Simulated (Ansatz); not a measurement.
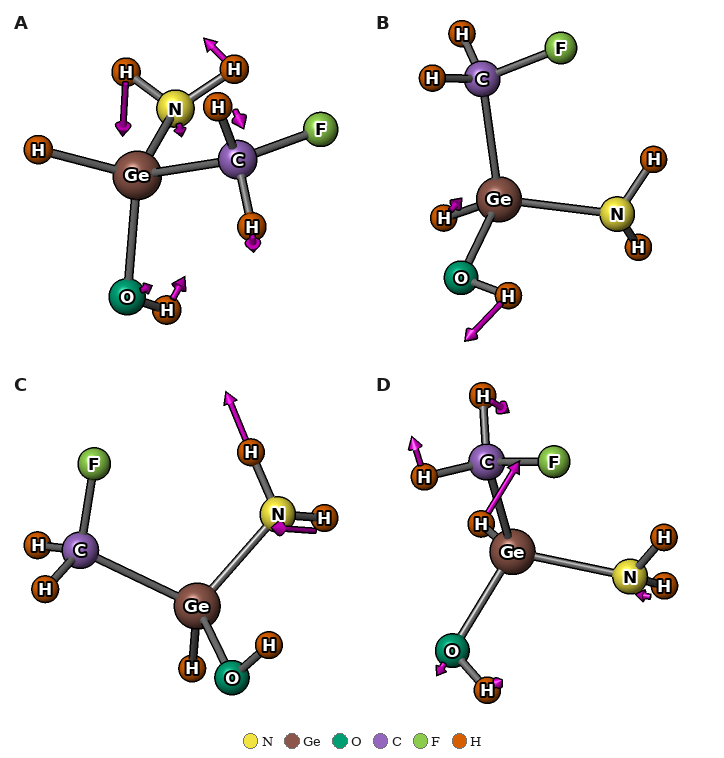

4 normal modes of one molecule or complex, as arrows. Harmonic vibrations computed with RKS PBE0-D4/def2-TZVP (Ansatz 0.2.0) at a stationary point of the same level.

Match the panels to the wavenumbers 213 cm⁻¹, 732 cm⁻¹, 937 cm⁻¹, 3689 cm⁻¹.

Answer. A: 213 cm⁻¹
B: 937 cm⁻¹, Ge–O–H bending
C: 3689 cm⁻¹, out-of-phase stretching of 2 N–H bonds
D: 732 cm⁻¹
